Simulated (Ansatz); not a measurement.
# SiGeH3 (doublet): correlated methods under varied settings at a displaced geometry (v1)

Aim: run SiGeH3 (doublet) at one geometry under a spread of methods and options, and see what each costs and gives.

Program: Ansatz 0.2.0, Gaussian basis. Level of theory: the settings change from run to run. These are calculated values, not measurements.

20 further runs of the same task are left out: 9 that didn't finish, 11 set aside as unsound or not needed.

## (1) The system

The geometry is a PBE0/def2-TZVP stationary point (not a proven minimum) with its atoms shifted at random (size 0.040 Å). No spin-orbit coupling is included. The filled d shell of Ge may be among the frozen orbitals whatever the setting's name suggests; the logs give the count.

5 atoms, charge 0, spin multiplicity 2.

Atoms are counted from 1 here; the program's logs count them from 0.

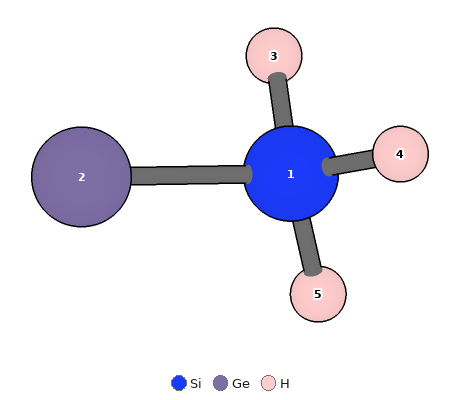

The geometry (silicon blue, germanium purple, hydrogen pink); atoms are numbered from 1 in the order of the file.

## (2) MP2 on ROHF/cc-pVDZ

The input, in.yaml:

```yaml
crystal:
  periodic: [false, false, false]
  atoms:
    - {symbol: Si, position_ang: [-0.004323, 0.011107, 1.702175]}
    - {symbol: Ge, position_ang: [-0.000681, -0.005035, -0.749215]}
    - {symbol: H, position_ang: [1.510471, 0.054244, 1.951909]}
    - {symbol: H, position_ang: [-0.649263, 1.195740, 2.332004]}
    - {symbol: H, position_ang: [-0.691698, -1.196614, 2.280515]}
basis:
  gaussian: {orbitals: cc-pVDZ}
magnetization: {spin_polarized: false, initial_magnetization: 1}
correlation: {method: mp2, electrons: outside_noble_gas}
accuracy: high
scf: {lower_state_search: full}
output: {forces: true}
```

Launch:

```console
$ ansatz run in.yaml --threads 1 --pin off --events-out ev --progress --plain --max-ram 2393MiB
```

Log, shortened:

```text
Functional definition: HF
  name "HF"
  cite "Fock, Z. Phys. 61, 126 (1930) doi:10.1007/BF01340294"
  parent pbe
[...]
1292 factors; integrals over basis functions are off by at most 4.4e-9 eV
[...]
mean field -64381.04756915 eV, -2365.9598591250 hartree, gradient 9.6e-8 eV, S^2 0.750000; 9 other end points of the search recorded, 0 dependent functions left out
[...]
19 core orbitals not correlated: weight in the atoms' cores, before any rotation towards them, 1.000 or more for the frozen orbitals, at most 0.000 for the correlated occupied ones
reference -64381.04756915 eV, -2365.9598591250 hartree; 6, 5 occupied and 35, 36 virtual orbitals, 1292 factors
second order -4.36780303 eV of doubles, -0.05330626 eV of singles
[...]
Total energy: -64385.46867845 eV, -2366.1223318947 hartree
Atom 0 at    -0.004323     0.011107     1.702175 Å, force     0.209657    -0.086048    -0.009875 eV/Å
Atom 1 at    -0.000681    -0.005035    -0.749215 Å, force    -0.006846     0.021038    -0.246323 eV/Å
Atom 2 at     1.510471     0.054244     1.951909 Å, force    -0.648117    -0.140194     0.132133 eV/Å
Atom 3 at    -0.649263     1.195740     2.332004 Å, force     0.090522     0.100087     0.074157 eV/Å
Atom 4 at    -0.691698    -1.196614     2.280515 Å, force     0.354784     0.105117     0.049909 eV/Å
Dipole moment:    -0.031627    -0.005839    -0.052512 e Å
```

Wall time 11 s (1 thread of Arm Neoverse V2, shared host).

## (3) HF/cc-pVDZ

Changes to in.yaml since step 2:

```diff
@@ -11,5 +11,4 @@
 magnetization: {spin_polarized: false, initial_magnetization: 1}
-correlation: {method: mp2, electrons: outside_noble_gas}
+hamiltonian: {xc: hf}
 accuracy: high
-scf: {lower_state_search: full}
-output: {forces: true}
+output: {forces: true, orbitals: {seedname: orbitals}}
```

Same command.

Log, shortened:

```text
Functional definition: HF
  name "HF"
  cite "Fock, Z. Phys. 61, 126 (1930) doi:10.1007/BF01340294"
  parent pbe
[...]
1292 factors; integrals over basis functions are off by at most 4.4e-9 eV
[...]
mean field -64381.04756915 eV, -2365.9598591250 hartree, gradient 9.6e-8 eV, S^2 0.750000; 3 other end points of the search recorded, 0 dependent functions left out
[...]
reference -64381.04756915 eV, -2365.9598591250 hartree; 25, 24 occupied and 35, 36 virtual orbitals, 1292 factors
Total energy: -64381.04756915 eV, -2365.9598591250 hartree
Atom 0 at    -0.004323     0.011107     1.702175 Å, force     0.263808    -0.078866     0.077534 eV/Å
Atom 1 at    -0.000681    -0.005035    -0.749215 Å, force    -0.044078     0.023717    -0.293205 eV/Å
Atom 2 at     1.510471     0.054244     1.951909 Å, force    -0.709607    -0.154087     0.166864 eV/Å
Atom 3 at    -0.649263     1.195740     2.332004 Å, force     0.103407     0.070745     0.031370 eV/Å
Atom 4 at    -0.691698    -1.196614     2.280515 Å, force     0.386469     0.138491     0.017437 eV/Å
Dipole moment:    -0.040699    -0.005329    -0.002157 e Å
```

Wall time 3.5 s (1 thread of Arm Neoverse V2, shared host).

## (4) NEVPT2(1,10)/6-31G*

Changes to in.yaml since step 3:

```diff
@@ -9,6 +9,5 @@
 basis:
-  gaussian: {orbitals: cc-pVDZ}
+  gaussian: {orbitals: "6-31G*"}
 magnetization: {spin_polarized: false, initial_magnetization: 1}
-hamiltonian: {xc: hf}
-accuracy: high
-output: {forces: true, orbitals: {seedname: orbitals}}
+correlation: {method: sc_nevpt2, electrons: outside_noble_gas, active_space: {window: {electrons: 1, orbitals: 10}}}
+scf: {lower_state_search: off}
```

The command is unchanged.

Log, shortened:

```text
Functional definition: HF
  name "HF"
  cite "Fock, Z. Phys. 61, 126 (1930) doi:10.1007/BF01340294"
  parent pbe
[...]
571 factors; integrals over basis functions are off by at most 9.6e-4 eV
[...]
mean field -64373.65745220 eV, -2365.6882773360 hartree, gradient 2.4e-6 eV, S^2 0.750000; 0 other end points of the search recorded, 0 dependent functions left out
reference -64373.65745220 eV, -2365.6882773360 hartree; 25, 24 occupied and 35, 36 virtual orbitals, 571 factors
state -64373.65745220 eV, -2365.6882773360 hartree
state -64373.65745220 eV, -2365.6882773360 hartree; corrected -64377.25702988 eV, -2365.8205593760 hartree
WARN: 9 active orbitals are nearly empty or full. The corrections depend on them more than the energy does, and are more stable in an active space without them
Total energy: -64377.25702988 eV, -2365.8205593760 hartree
Checks for a lower state left out: stability, starts, cluster_reference, orbital_swaps, neighbouring_geometries, increment
```

Wall time 1.8 s (1 thread of Arm Neoverse V2, shared host).

From the report: 10 determinants; active occupations 1.00, 0.00, 0.00, 0.00, 0.00, 0.00, 0.00, 0.00, 0.00, 0.00. The report marks this result as in doubt.

## (5) NEVPT2(1,2)/cc-pVDZ

Changes to in.yaml since step 4:

```diff
@@ -9,5 +9,4 @@
 basis:
-  gaussian: {orbitals: "6-31G*"}
+  gaussian: {orbitals: cc-pVDZ}
 magnetization: {spin_polarized: false, initial_magnetization: 1}
-correlation: {method: sc_nevpt2, electrons: outside_noble_gas, active_space: {window: {electrons: 1, orbitals: 10}}}
-scf: {lower_state_search: off}
+correlation: {method: sc_nevpt2, electrons: outside_noble_gas, active_space: {window: {electrons: 1, orbitals: 2}}}
```

The command is unchanged.

Log, shortened:

```text
Functional definition: HF
  name "HF"
  cite "Fock, Z. Phys. 61, 126 (1930) doi:10.1007/BF01340294"
  parent pbe
[...]
640 factors; integrals over basis functions are off by at most 1.1e-3 eV
[...]
mean field -64381.04751559 eV, -2365.9598571565 hartree, gradient 2.5e-6 eV, S^2 0.750000; 4 other end points of the search recorded, 0 dependent functions left out
reference -64381.04751559 eV, -2365.9598571565 hartree; 25, 24 occupied and 35, 36 virtual orbitals, 640 factors
state -64381.04751559 eV, -2365.9598571565 hartree
state -64381.04751559 eV, -2365.9598571565 hartree; corrected -64385.47726429 eV, -2366.1226474185 hartree
WARN: 1 active orbitals are nearly empty or full. The corrections depend on them more than the energy does, and are more stable in an active space without them
Total energy: -64385.47726429 eV, -2366.1226474185 hartree
```

Wall time 3.9 s (1 thread of Arm Neoverse V2, shared host).

From the report: 2 determinants; active occupations 1.00, 0.00. The report marks this result as in doubt.

## (6) CCSD(T) on ROHF/cc-pVDZ

Changes to in.yaml since step 5:

```diff
@@ -11,2 +11,3 @@
 magnetization: {spin_polarized: false, initial_magnetization: 1}
-correlation: {method: sc_nevpt2, electrons: outside_noble_gas, active_space: {window: {electrons: 1, orbitals: 2}}}
+correlation: {method: ccsd_t, electrons: outside_noble_gas}
+scf: {lower_state_search: off}
```

Same command.

Log, shortened:

```text
Functional definition: HF
  name "HF"
  cite "Fock, Z. Phys. 61, 126 (1930) doi:10.1007/BF01340294"
  parent pbe
[...]
640 factors; integrals over basis functions are off by at most 1.1e-3 eV
[...]
mean field -64381.04751559 eV, -2365.9598571565 hartree, gradient 2.5e-6 eV, S^2 0.750000; 0 other end points of the search recorded, 0 dependent functions left out
19 core orbitals not correlated: weight in the atoms' cores, before any rotation towards them, 1.000 or more for the frozen orbitals, at most 0.000 for the correlated occupied ones
reference -64381.04751559 eV, -2365.9598571565 hartree; 6, 5 occupied and 35, 36 virtual orbitals, 640 factors
second order -4.36776840 eV of doubles, -0.05330627 eV of singles
cycle   1  -5.23648772 eV  change   -8.1e-1 eV  update   7.6e-2
[...]
cycle  17  -5.56417592 eV  change   -6.0e-6 eV  update   1.0e-5
perturbative correction -0.14233909 eV, -0.0052308652 hartree
Total energy: -64386.75403060 eV, -2366.1695677151 hartree
Checks for a lower state left out: stability, starts, cluster_reference, orbital_swaps, neighbouring_geometries, increment
```

Run time: 1.5 s. Hardware: 1 thread of Arm Neoverse V2, shared host.

From the report: correlation -5.7065 eV; T1 0.018; largest double amplitude 0.06.

## (7) CCSD/6-31G*

Changes to in.yaml since step 6:

```diff
@@ -9,5 +9,6 @@
 basis:
-  gaussian: {orbitals: cc-pVDZ}
+  gaussian: {orbitals: "6-31G*"}
 magnetization: {spin_polarized: false, initial_magnetization: 1}
-correlation: {method: ccsd_t, electrons: outside_noble_gas}
-scf: {lower_state_search: off}
+hamiltonian: {xc: {name: PBE0}}
+correlation: {method: ccsd, electrons: outside_noble_gas}
+scf: {lower_state_search: full}
```

Same command.

Log, shortened:

```text
Functional definition: PBE0
  name "PBE0"
  cite "Adamo & Barone, J. Chem. Phys. 110, 6158 (1999) doi:10.1063/1.478522"
  cite "Perdew, Burke & Ernzerhof, Phys. Rev. Lett. 77, 3865 (1996) doi:10.1103/PhysRevLett.77.3865"
  parent pbe
[...]
571 factors; integrals over basis functions are off by at most 9.6e-4 eV
[...]
mean field -64424.22625849 eV, -2367.5466466904 hartree, gradient 3.2e-6 eV, S^2 0.750000; 7 other end points of the search recorded, 0 dependent functions left out
[...]
19 core orbitals not correlated: weight in the atoms' cores, before any rotation towards them, 1.000 or more for the frozen orbitals, at most 0.000 for the correlated occupied ones
reference -64373.18198260 eV, -2365.6708041507 hartree; 6, 5 occupied and 35, 36 virtual orbitals, 571 factors
second order -3.83598597 eV of doubles, -0.23976588 eV of singles
cycle   1  -4.67494793 eV  change   -6.0e-1 eV  update   6.9e-2
[...]
cycle  14  -4.94824091 eV  change    3.3e-6 eV  update   1.4e-5
Total energy: -64378.13022351 eV, -2365.8526486501 hartree
```

Wall time 16 s (1 thread of Arm Neoverse V2, shared host).

From the report: correlation -4.9482 eV; T1 0.018; largest double amplitude 0.06. The orbitals are Kohn-Sham ones, so correlation energy and T1 don't compare with those on Hartree-Fock orbitals.

## (8) NEVPT2(3,6)/6-31G*

Changes to in.yaml since step 7:

```diff
@@ -11,4 +11,3 @@
 magnetization: {spin_polarized: false, initial_magnetization: 1}
-hamiltonian: {xc: {name: PBE0}}
-correlation: {method: ccsd, electrons: outside_noble_gas}
-scf: {lower_state_search: full}
+correlation: {method: sc_nevpt2, electrons: outside_noble_gas, active_space: {window: {electrons: 3, orbitals: 6}}}
+output: {forces: true}
```

The command is unchanged.

Log, shortened:

```text
Functional definition: HF
  name "HF"
  cite "Fock, Z. Phys. 61, 126 (1930) doi:10.1007/BF01340294"
  parent pbe
[...]
571 factors; integrals over basis functions are off by at most 9.6e-4 eV
[...]
mean field -64373.65745220 eV, -2365.6882773360 hartree, gradient 2.4e-6 eV, S^2 0.750000; 4 other end points of the search recorded, 0 dependent functions left out
reference -64373.65745220 eV, -2365.6882773360 hartree; 25, 24 occupied and 35, 36 virtual orbitals, 571 factors
state -64374.57243067 eV, -2365.7219021749 hartree
state -64374.57243067 eV, -2365.7219021749 hartree; corrected -64377.45693072 eV, -2365.8279055965 hartree
state -64374.24815964 eV, -2365.7099854341 hartree
state -64374.24815964 eV, -2365.7099854341 hartree; corrected -64377.37410458 eV, -2365.8248617918 hartree
state -64374.57243067 eV, -2365.7219021749 hartree; corrected -64377.45693072 eV, -2365.8279055965 hartree
[...]
Total energy: -64377.45693072 eV, -2365.8279055965 hartree
Atom 0 at    -0.004323     0.011107     1.702175 Å, force     0.283477    -0.085851    -0.061516 eV/Å
Atom 1 at    -0.000681    -0.005035    -0.749215 Å, force    -0.039212     0.025907    -0.059385 eV/Å
Atom 2 at     1.510471     0.054244     1.951909 Å, force    -0.753538    -0.145864     0.132573 eV/Å
Atom 3 at    -0.649263     1.195740     2.332004 Å, force     0.119482     0.029167    -0.000075 eV/Å
Atom 4 at    -0.691698    -1.196614     2.280515 Å, force     0.389791     0.176641    -0.011596 eV/Å
Dipole moment:    -0.034813    -0.005125    -0.003409 e Å
```

It took 11 s on 1 thread of Arm Neoverse V2, shared host.

From the report: 90 determinants; active occupations 1.93, 0.99, 0.05, 0.01, 0.01, 0.01.

## (9) CCSD(T) on UHF/6-31G*

Changes to in.yaml since step 8:

```diff
@@ -10,4 +10,3 @@
   gaussian: {orbitals: "6-31G*"}
-magnetization: {spin_polarized: false, initial_magnetization: 1}
-correlation: {method: sc_nevpt2, electrons: outside_noble_gas, active_space: {window: {electrons: 3, orbitals: 6}}}
-output: {forces: true}
+magnetization: {spin_polarized: true, initial_magnetization: 1}
+correlation: {method: ccsd_t, electrons: valence}
```

Same command.

Log, shortened:

```text
Functional definition: HF
  name "HF"
  cite "Fock, Z. Phys. 61, 126 (1930) doi:10.1007/BF01340294"
  parent pbe
[...]
571 factors; integrals over basis functions are off by at most 9.6e-4 eV
[...]
mean field -64373.74867161 eV, -2365.6916295877 hartree, gradient 2.0e-6 eV, S^2 0.803449; 14 other end points of the search recorded, 0 dependent functions left out
determinant -64373.74867161 eV, -2365.6916295877 hartree, with singles and doubles -64382.64708378 eV, -2366.0186402032 hartree
determinant -64373.65404053 eV, -2365.6881519597 hartree, with singles and doubles -64382.56032080 eV, -2366.0154517227 hartree
determinant -64372.42317915 eV, -2365.6429186382 hartree, with singles and doubles -64381.04304510 eV, -2365.9596928690 hartree
determinant -64372.32226246 eV, -2365.6392100182 hartree, with singles and doubles -64381.03176150 eV, -2365.9592782045 hartree
[...]
determinant -64371.26444263 eV, -2365.6003358566 hartree, with singles and doubles -64380.18754238 eV, -2365.9282537239 hartree
determinant -64371.03586827 eV, -2365.5919359036 hartree, with singles and doubles -64379.98625610 eV, -2365.9208565896 hartree
determinant -64373.74867161 eV, -2365.6916295877 hartree, with singles and doubles -64382.65072814 eV, -2366.0187741311 hartree
determinant -64373.65404053 eV, -2365.6881519597 hartree, with singles and doubles -64382.55938039 eV, -2366.0154171631 hartree
14 core orbitals not correlated: weight in the atoms' cores, before any rotation towards them, 1.000 or more for the frozen orbitals, at most 0.000 for the correlated occupied ones
reference -64373.74867161 eV, -2365.6916295877 hartree; 11, 10 occupied and 35, 36 virtual orbitals, 571 factors
second order -8.29269284 eV of doubles, -0.00000000 eV of singles
cycle   1  -8.90205782 eV  change   -1.3e-6 eV  update   3.9e-6
perturbative correction -0.19735675 eV, -0.0072527267 hartree
Total energy: -64382.84808618 eV, -2366.0260269053 hartree
```

Wall time 20 s (1 thread of Arm Neoverse V2, shared host).

From the report: ⟨S²⟩ of the determinant 0.803 (pure doublet: 0.75); correlation -9.0994 eV; T1 0.023; largest double amplitude 0.06.

## (10) CISD/cc-pVTZ-DK

Changes to in.yaml since step 9:

```diff
@@ -9,4 +9,4 @@
 basis:
-  gaussian: {orbitals: "6-31G*"}
-magnetization: {spin_polarized: true, initial_magnetization: 1}
-correlation: {method: ccsd_t, electrons: valence}
+  gaussian: {orbitals: cc-pVTZ-DK}
+magnetization: {spin_polarized: false, initial_magnetization: 1}
+correlation: {active_space: {ras: {orbitals: [5, 1, 94], electrons: 11, max_holes: 2, max_particles: 2}, fixed_orbitals: true}}
```

The command is unchanged.

Log:

```text
Functional definition: HF
  name "HF"
  cite "Fock, Z. Phys. 61, 126 (1930) doi:10.1007/BF01340294"
  parent pbe
  exchange = exact_x
  correlation = 0
718 factors; integrals over basis functions are off by at most 9.9e-4 eV
mean field evaluation 1: about -64989.1850 eV, gradient 1.1e1 eV
mean field evaluation 2: about -64989.1845 eV, gradient 1.1e1 eV
mean field evaluation 4: about -64990.2876 eV, gradient 2.0e0 eV
mean field evaluation 8: about -64990.3051 eV, gradient 1.3e-1 eV
mean field evaluation 16: about -64990.2737 eV, gradient 2.2e-1 eV
mean field evaluation 32: about -64990.2837 eV, gradient 1.0e0 eV
mean field -64990.30531875 eV, -2388.3496684528 hartree, gradient 2.2e-6 eV, S^2 0.750000; 4 other end points of the search recorded, 0 dependent functions left out
reference -64990.30531875 eV, -2388.3496684528 hartree; 25, 24 occupied and 94, 95 virtual orbitals, 718 factors
state -64996.28775524 eV, -2388.5695189388 hartree
Total energy: -64996.28775524 eV, -2388.5695189388 hartree
Relativity: scalar
```

It took 62 s on 1 thread of Arm Neoverse V2, shared host; peak memory 1 GiB.

From the report: 576,790 determinants.

## (11) All runs side by side

Where basis and cores are those of an earlier UCCSDT(Q)/cc-pVDZ run (-64386.7940 eV), and the state is the same kind, the miss against it is given. † marks a result that the program doubts.

| level | correlated | functions | energy (eV) | from UCCSDT(Q) (meV) | time |
| --- | --- | --- | --- | --- | --- |
| MP2 on ROHF/cc-pVDZ | outside noble gas | 60 | -64385.4687 | 1325.3 | 11 s |
| HF/cc-pVDZ |  | 60 | -64381.0476 | 5746.4 | 3.5 s |
| NEVPT2(1,10)/6-31G* † | outside noble gas | 60 | -64377.2570 |  | 1.8 s |
| NEVPT2(1,2)/cc-pVDZ † | outside noble gas | 60 | -64385.4773 | 1316.7 | 3.9 s |
| CCSD(T) on ROHF/cc-pVDZ | outside noble gas | 60 | -64386.7540 | 40.0 | 1.5 s |
| CCSD/6-31G* (on PBE0 orbitals) | outside noble gas | 60 | -64378.1302 |  | 16 s |
| NEVPT2(3,6)/6-31G* | outside noble gas | 60 | -64377.4569 |  | 11 s |
| CCSD(T) on UHF/6-31G* | valence | 60 | -64382.8481 |  | 20 s |
| CISD/cc-pVTZ-DK | outside noble gas | 119 | -64996.2878 |  | 62 s |

## (12) Outcome

```
quantity                           value
    runs                               9
quickest  CCSD(T) on ROHF/cc-pVDZ, 1.5 s
 slowest           CISD/cc-pVTZ-DK, 62 s
```

What this shows: Total energies in different bases, with other cores or another treatment of relativity can't be set against each other. CISD/cc-pVTZ-DK took 42 times as long as CCSD(T) on ROHF/cc-pVDZ; the jobs differ in more than the method. Among the correlated runs with a miss given, it spans +40 to +1325 meV. Hartree-Fock, CASSCF and CASCI lack dynamic correlation by design.
